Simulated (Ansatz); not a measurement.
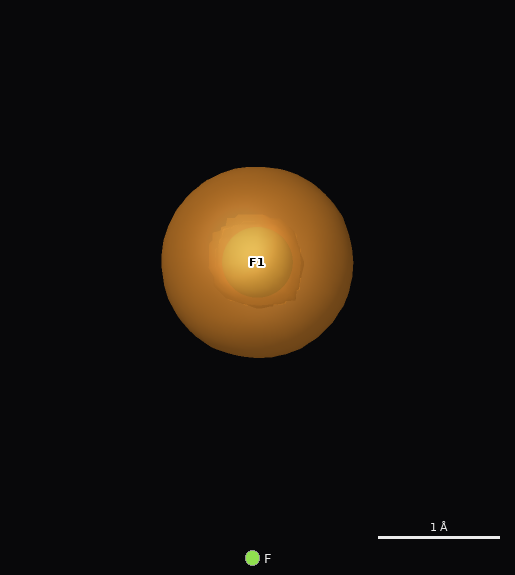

*F (charge −1). Isosurface of the electron localisation function at 0.75 (orange), seen from one side. Core shells and regions of very low density are left out.*

Geometry: PBE0-D4/def2-TZVP.

The calculation used RKS PBE0/def2-TZVPPD (Ansatz).

> Describe the localisation domains.

The surface consists of one region wrapped around F (its valence shell). Profiles from the grid:
